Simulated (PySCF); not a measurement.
**C₃H₇NSi: electronic excitations and core binding energies**

What electronic excitations and core binding energies should C₃H₇NSi (`C[C@H]([SiH3])C#N`) show?

Computed with PySCF 2.14.0, with density-fitted response routines of our own, on a single molecule in the gas phase. Atoms are numbered from 0 throughout.

### 1 Starting geometry

12 atoms, charge 0, multiplicity 1; geometry from: GFN2-xTB.

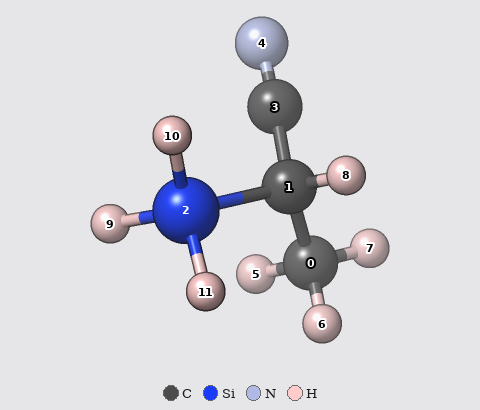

The starting geometry (carbon dark grey, silicon blue, nitrogen light blue, hydrogen pink), atoms numbered; sticks join atoms by distance.

### 2 TDDFT and polarisability: PBE0/def2-SVPD

What the job is given:

```
{"job": {"kind": "uv", "xc": "PBE0", "basis": "def2-SVPD", "nstates": 8, "ntriplets": 3}, "charge": 0, "multiplicity": 1}
C     -0.880175    -0.829385     0.802408
C     -0.409202     0.023116    -0.379456
Si     1.510591     0.139809    -0.476667
C     -0.946898     1.345928    -0.277286
N     -1.355924     2.410561    -0.175416
H     -0.542116    -0.399338     1.743253
H     -0.479545    -1.837665     0.719567
H     -1.967908    -0.891134     0.827783
H     -0.788114    -0.411589    -1.311438
H      2.003893     0.744116     0.758558
H      1.863429     0.940377    -1.646013
H      1.993167    -1.235482    -0.611319
```

Level: TDDFT PBE0/def2-SVPD, vertical, gas phase, core orbitals frozen in the response.

Launch:

```bash
> OMP_NUM_THREADS=1 python probes_run.py task.json out
```

This one command runs all jobs of the session in turn.

What it wrote:

```text
coarse grid: 10288 points
cycle   1  E = -462.1062939456  dE =  3.416e-01  |g| = 4.119e-01  |ddm| = 4.196e+00
cycle   2  E = -461.9904913992  dE =  1.158e-01  |g| = 8.373e-01  |ddm| = 1.585e+00
cycle   3  E = -462.1480888019  dE = -1.576e-01  |g| = 1.075e-01  |ddm| = 1.089e+00
cycle   4  E = -462.1507804943  dE = -2.692e-03  |g| = 3.337e-02  |ddm| = 1.540e-01
cycle   5  E = -462.1510535504  dE = -2.731e-04  |g| = 6.279e-03  |ddm| = 5.221e-02
cycle   6  E = -462.1510636787  dE = -1.013e-05  |g| = 1.260e-03  |ddm| = 1.348e-02
cycle   7  E = -462.1510641052  dE = -4.264e-07  |g| = 2.277e-04  |ddm| = 3.525e-03
final grid: 94152 points
cycle   8  E = -462.2091275657  dE = -1.640e-05  |g| = 5.136e-03  |ddm| = 5.906e-02
cycle   9  E = -462.2091259493  dE =  1.616e-06  |g| = 5.758e-03  |ddm| = 1.590e-02
cycle  10  E = -462.2091347048  dE = -8.756e-06  |g| = 4.522e-04  |ddm| = 7.342e-03
cycle  11  E = -462.2091347459  dE = -4.114e-08  |g| = 2.417e-04  |ddm| = 9.952e-04
cycle  12  E = -462.2091347573  dE = -1.138e-08  |g| = 8.242e-05  |ddm| = 3.208e-04
cycle  13  E = -462.2091347588  dE = -1.527e-09  |g| = 1.355e-05  |ddm| = 1.229e-04
cycle  14  E = -462.2091347589  dE = -5.093e-11  |g| = 2.309e-06  |ddm| = 3.383e-05
converged SCF energy = -462.2091347589

Static polarisability (au): isotropic 66.391, principal 55.702 66.372 77.101

Singlet excitations
state   eV       nm        f      main configurations
  1   7.3162    169.5   0.00547   H->L 0.65, H->L+3 0.15
  2   7.6532    162.0   0.04756   H->L 0.28, H->L+1 0.25, H->L+3 0.22
  3   7.7928    159.1   0.02415   H->L+1 0.26, H->L+2 0.23, H-1->L 0.15
  4   7.9658    155.6   0.00624   H-1->L+1 0.48, H-1->L 0.11, H->L+3 0.10
  5   8.2914    149.5   0.03233   H-1->L 0.68, H-1->L+2 0.10
  6   8.3988    147.6   0.09783   H->L+2 0.50, H->L+3 0.35, H->L+1 0.09
  7   8.4345    147.0   0.00843   H->L+4 0.80, H->L+1 0.09
  8   8.7417    141.8   0.00434   H-3->L 0.70

Triplet excitations (Tamm-Dancoff, eV): 6.2885 6.7759 6.8394
```

Run time: 46 s. Hardware: 1 thread of Intel Xeon at 2.50GHz, shared host; peak memory 0.64 GiB.

The orbitals next to the gap, with their largest atomic shares:

| orbital | eV | atoms |
| --- | --- | --- |
| HOMO−3 | -10.15 | Si2 34 %, H10 26 %, H11 14 % |
| HOMO−2 | -10.07 | N4 66 %, C3 16 %, C1 5 % |
| HOMO−1 | -9.38 | N4 45 %, C3 33 %, C1 9 % |
| HOMO | -8.68 | N4 30 %, C1 20 %, C3 19 % |
| LUMO | -0.07 | Si2 28 %, C1 10 %, C3 10 % |
| LUMO+1 | 0.37 | Si2 35 %, N4 14 %, H11 13 % |
| LUMO+2 | 0.74 | Si2 26 %, N4 12 %, C0 10 % |

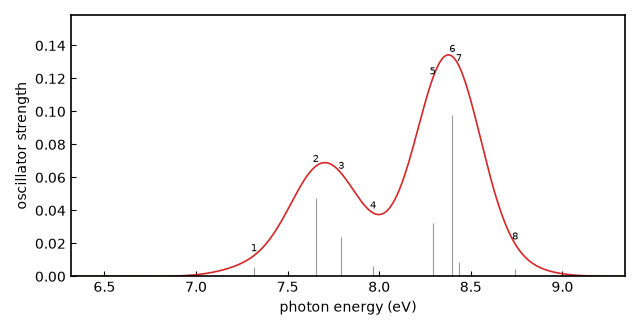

Absorption spectrum from the 8 singlet states computed; above the last one it falls off for lack of states. Lines are broadened to a width of 0.40 eV (Gaussian).

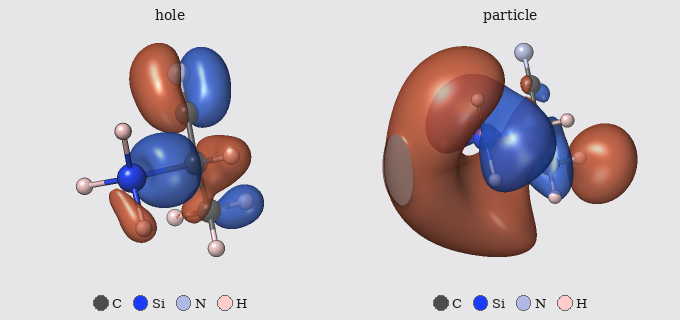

Leading natural transition orbitals of singlet state 6: the electron leaves the hole (left) for the particle orbital (right).

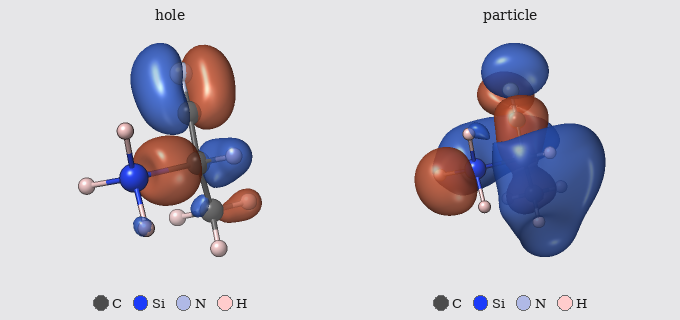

Leading natural transition orbitals of singlet state 1: the electron leaves the hole (left) for the particle orbital (right).

Ground-state properties from the same run:

| property | computed |
| --- | --- |
| dipole moment (D) | 4.09 |
| polarisability (Å³) | 9.84 |
| HOMO–LUMO gap (eV) | 8.62 |
| −ε(HOMO) (eV) | 8.68 |

Orbitals, density, ELF and potential are computed afterwards from the orbital file.

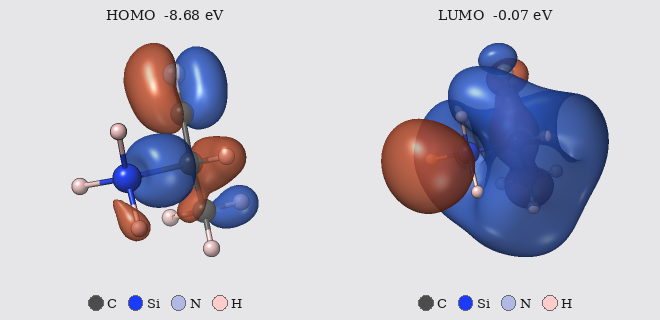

PBE0/def2-SVPD orbitals near the gap, drawn at the value that encloses 70 % of each; the two colours are the two signs.

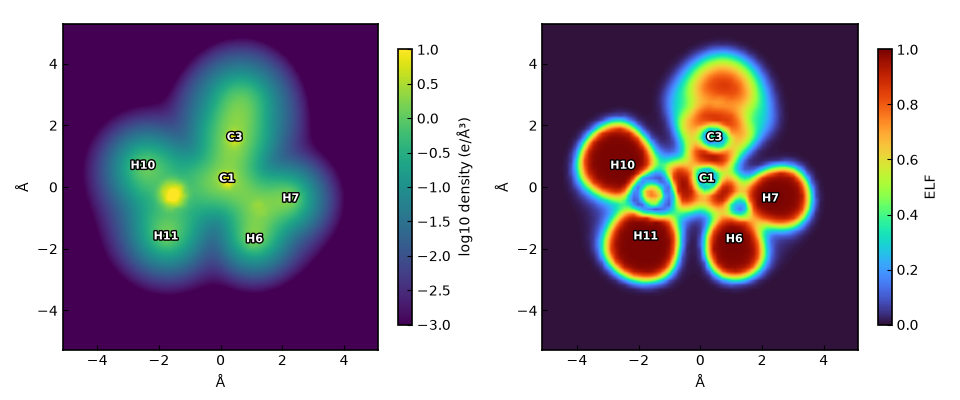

Density (left) and ELF (right) in a plane through or near 6 of the atoms.

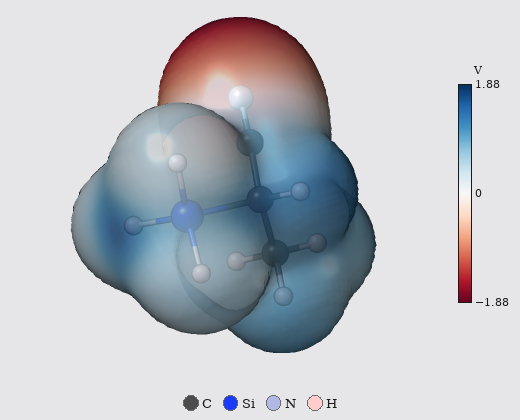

Electrostatic potential on the surface of density 0.002 e/bohr³; red is low, blue high. It runs from -1.88 V near N4 to 1.41 V near H8.

### 3 Core-electron binding energies: SCAN, X2C

Settings changed since step 2:

```diff
@@ -1,2 +1,2 @@
-{"job": {"kind": "uv", "xc": "PBE0", "basis": "def2-SVPD", "nstates": 8, "ntriplets": 3}, "charge": 0, "multiplicity": 1}
+{"job": {"kind": "xps"}, "charge": 0, "multiplicity": 1}
 C     -0.880175    -0.829385     0.802408
```

With the program's defaults for keys left out, this is: delta-SCF UKS SCAN, pcX-2 on the ionised atom, pcseg-1 elsewhere, spin-free X2C.

What it wrote:

```text
ground state, core basis on atom 0 (C), 140 functions
  cycle   1  E = -463.19752934  |g| = 4.75e-01
  cycle   2  E = -463.04715277  |g| = 9.16e-01
  cycle   3  E = -463.23800242  |g| = 2.68e-01
  cycle   4  E = -463.25491391  |g| = 4.48e-02
  cycle   5  E = -463.25539187  |g| = 1.34e-02
  cycle   6  E = -463.25543745  |g| = 3.22e-03
  cycle   7  E = -463.25544133  |g| = 8.29e-04
  cycle   8  E = -463.25544083  |g| = 1.77e-04
  E(ground) = -463.29392937 Eh
hole in C 1s of atom 0
  cycle   1  E = -451.98971746  |g| = 1.50e+00
  cycle   2  E = -451.29935745  |g| = 1.82e+00
  cycle   3  E = -452.42366394  |g| = 5.30e-01
  cycle   4  E = -452.37503387  |g| = 6.06e-01
  cycle   5  E = -452.54781010  |g| = 7.39e-02
  cycle   6  E = -452.55008572  |g| = 2.08e-02
  cycle   7  E = -452.55030796  |g| = 5.95e-03
  cycle   8  E = -452.55032899  |g| = 2.65e-03
  cycle   9  E = -452.55033340  |g| = 1.14e-03
  cycle  10  E = -452.55033445  |g| = 5.00e-04
  cycle  11  E = -452.55033520  |g| = 1.62e-04
  E(ion) = -452.58753378 Eh   <S^2> = 0.7684   hole on atom = 1.000   binding energy = 291.336 eV
ground state, core basis on atom 1 (C), 140 functions
  cycle   1  E = -463.25733288  |g| = 5.95e-02
  cycle   2  E = -463.25725726  |g| = 2.75e-02
  cycle   3  E = -463.25721715  |g| = 3.10e-02
  cycle   4  E = -463.25739326  |g| = 1.55e-02
  cycle   5  E = -463.25744738  |g| = 7.84e-04
  cycle   6  E = -463.25744780  |g| = 1.13e-04
  E(ground) = -463.29625819 Eh
hole in C 1s of atom 1
  cycle   1  E = -451.96352180  |g| = 1.52e+00
  cycle   2  E = -450.68611601  |g| = 2.21e+00
  cycle   3  E = -452.19252376  |g| = 8.67e-01
  cycle   4  E = -452.38625760  |g| = 5.74e-01
  cycle   5  E = -452.53455262  |g| = 9.03e-02
  cycle   6  E = -452.53770672  |g| = 1.99e-02
  cycle   7  E = -452.53792351  |g| = 6.06e-03
  cycle   8  E = -452.53795735  |g| = 2.45e-03
  cycle   9  E = -452.53796541  |g| = 1.53e-03
  cycle  10  E = -452.53797025  |g| = 8.12e-04
  cycle  11  E = -452.53797113  |g| = 4.20e-04
  E(ion) = -452.57525445 Eh   <S^2> = 0.7699   hole on atom = 1.000   binding energy = 291.733 eV
ground state, core basis on atom 2 (Si), 151 functions
  cycle   1  E = -463.34900135  |g| = 2.86e-01
  cycle   2  E = -463.34906401  |g| = 3.47e-02
  cycle   3  E = -463.34901976  |g| = 2.88e-02
  cycle   4  E = -463.34908703  |g| = 1.86e-02
  cycle   5  E = -463.34916732  |g| = 3.07e-03
  cycle   6  E = -463.34916824  |g| = 2.85e-04
  E(ground) = -463.34629922 Eh
hole in Si 1s of atom 2
  cycle   1  E = -394.40945261  |g| = 4.35e+00
  cycle   2  E = -394.57525584  |g| = 2.09e+00
  cycle   3  E = -395.03392949  |g| = 8.97e-01
  cycle   4  E = -395.22306479  |g| = 7.09e-01
  cycle   5  E = -395.43686615  |g| = 2.48e-01
  cycle   6  E = -395.46699451  |g| = 3.86e-02
  cycle   7  E = -395.46759536  |g| = 2.00e-02
  cycle   8  E = -395.46780150  |g| = 5.15e-03
  cycle   9  E = -395.46781433  |g| = 1.53e-03
  cycle  10  E = -395.46781532  |g| = 3.62e-04
  E(ion) = -395.47238423 Eh   <S^2> = 0.7525   hole on atom = 1.000   binding energy = 1846.943 eV
hole in Si 2p of atom 2
  cycle   1  E = -459.06587157  |g| = 1.23e+00
  cycle   2  E = -458.96521436  |g| = 1.07e+00
  cycle   3  E = -459.29609005  |g| = 4.33e-01
  cycle   4  E = -459.35473626  |g| = 2.74e-01
  cycle   5  E = -459.38635722  |g| = 6.83e-02
  cycle   6  E = -459.38880264  |g| = 1.50e-02
  cycle   7  E = -459.38891723  |g| = 5.22e-03
  cycle   8  E = -459.38893062  |g| = 1.67e-03
  cycle   9  E = -459.38893164  |g| = 4.57e-04
  E(ion) = -459.39669388 Eh   <S^2> = 0.7528   hole on atom = 1.002   binding energy = 107.474 eV
  2p3/2 = 107.257 eV   2p1/2 = 107.880 eV
ground state, core basis on atom 3 (C), 140 functions
  cycle   1  E = -463.25966142  |g| = 6.02e-02
  cycle   2  E = -463.25958939  |g| = 3.07e-02
  cycle   3  E = -463.25922969  |g| = 5.12e-02
  cycle   4  E = -463.25979738  |g| = 8.45e-03
  cycle   5  E = -463.25981893  |g| = 9.92e-04
  cycle   6  E = -463.25981796  |g| = 2.38e-04
  E(ground) = -463.30146868 Eh
hole in C 1s of atom 3
  cycle   1  E = -451.98559070  |g| = 1.51e+00
  cycle   2  E = -449.32999669  |g| = 2.34e+00
  cycle   3  E = -452.24068678  |g| = 6.30e-01
  cycle   4  E = -452.24177795  |g| = 8.12e-01
  cycle   5  E = -452.51507336  |g| = 1.82e-01
  cycle   6  E = -452.52888754  |g| = 6.07e-02
  cycle   7  E = -452.53073910  |g| = 1.70e-02
  cycle   8  E = -452.53094801  |g| = 7.10e-03
  cycle   9  E = -452.53103132  |g| = 3.78e-03
  cycle  10  E = -452.53107769  |g| = 1.89e-03
  cycle  11  E = -452.53108781  |g| = 8.45e-04
  cycle  12  E = -452.53108877  |g| = 3.21e-04
  E(ion) = -452.57039580 Eh   <S^2> = 0.8085   hole on atom = 1.000   binding energy = 292.007 eV
ground state, core basis on atom 4 (N), 140 functions
  cycle   1  E = -463.27000431  |g| = 7.59e-02
  cycle   2  E = -463.26904699  |g| = 7.24e-02
  cycle   3  E = -463.26890510  |g| = 7.63e-02
  cycle   4  E = -463.27014804  |g| = 8.55e-03
  cycle   5  E = -463.27016646  |g| = 7.49e-04
  cycle   6  E = -463.27016615  |g| = 1.77e-04
  E(ground) = -463.30772167 Eh
hole in N 1s of atom 4
  cycle   1  E = -447.69343413  |g| = 1.84e+00
  cycle   2  E = -446.13789143  |g| = 2.40e+00
  cycle   3  E = -448.17561582  |g| = 6.59e-01
  cycle   4  E = -448.31273411  |g| = 3.90e-01
  cycle   5  E = -448.39495580  |g| = 8.80e-02
  cycle   6  E = -448.39887857  |g| = 1.83e-02
  cycle   7  E = -448.39915225  |g| = 8.24e-03
  cycle   8  E = -448.39922615  |g| = 5.86e-03
  cycle   9  E = -448.39925972  |g| = 5.01e-03
  cycle  10  E = -448.39927816  |g| = 9.82e-04
  cycle  11  E = -448.39927953  |g| = 6.22e-04
  cycle  12  E = -448.39928012  |g| = 1.55e-04
  E(ion) = -448.43662874 Eh   <S^2> = 0.8014   hole on atom = 1.000   binding energy = 404.663 eV
```

Run time: 2.2 min. Hardware: 1 thread of Intel Xeon at 2.50GHz, shared host; peak memory 0.43 GiB.

The holes in one table. −ε is the ground-state orbital energy:

| hole | stands for | environment | ΔSCF (eV; 2p as the shell's mean) | −ε (eV) | ⟨S²⟩ |
| --- | --- | --- | --- | --- | --- |
| C1s on C0 | C0 | methyl carbon | 291.34 | 274.2 | 0.768 |
| C1s on C1 | C1 | sp3 CH bonded to Si, α to a nitrile | 291.73 | 275.0 | 0.770 |
| Si1s on Si2 | Si2 | silicon bonded to C, 3 H | 1846.94 | 1793.7 | 0.752 |
| Si2p on Si2 | Si2 | silicon bonded to C, 3 H | 107.46 | 96.6 | 0.753 |
| C1s on C3 | C3 | nitrile carbon | 292.01 | 274.4 | 0.808 |
| N1s on N4 | N4 | nitrile nitrogen | 404.66 | 385.7 | 0.801 |

With the spin-orbit splitting: Si2 2p3/2 107.26, 2p1/2 107.88 eV. The table gives each 2p level as the mean over the whole 2p shell (two parts 2p3/2, one part 2p1/2), which differs a little from the single hole in the log.

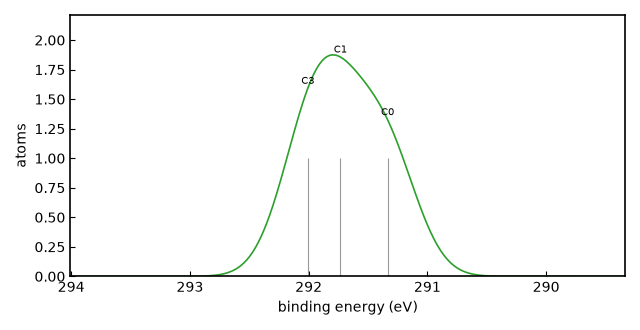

The C1s photoelectron lines, weighted by the number of atoms. Lines are broadened to a width of 0.60 eV (Gaussian).

### 4 Outcome

| quantity | value |
| --- | --- |
| lowest singlet (PBE0/def2-SVPD) | 7.32 eV (169 nm), f = 0.005 |
| brightest single state of those computed | state 6, 8.40 eV, f = 0.098 |
| lowest triplet | 6.29 eV |
| surface potential, least and greatest | -1.88 V and 1.41 V |
| C1s binding energies, SCAN/pcX-2 | C3 292.01, C1 291.73, C0 291.34 eV |
| Si1s binding energies, SCAN/pcX-2 | Si2 1846.94 eV |
| Si2p binding energies, SCAN/pcX-2 | Si2 107.46 eV |
| N1s binding energies, SCAN/pcX-2 | N4 404.66 eV |

**Reading.** The lowest singlet, at 7.32 eV, is HOMO→LUMO 0.65, HOMO→LUMO+3 0.15 and is weak; of the 8 states computed, the strongest absorption comes from state 6 at 8.40 eV. The lowest triplet lies 1.03 eV below the lowest singlet (triplets in Tamm-Dancoff, singlets in full TDDFT). C3 (nitrile carbon) binds its C1s electron 0.67 eV more tightly than C0 (methyl carbon).
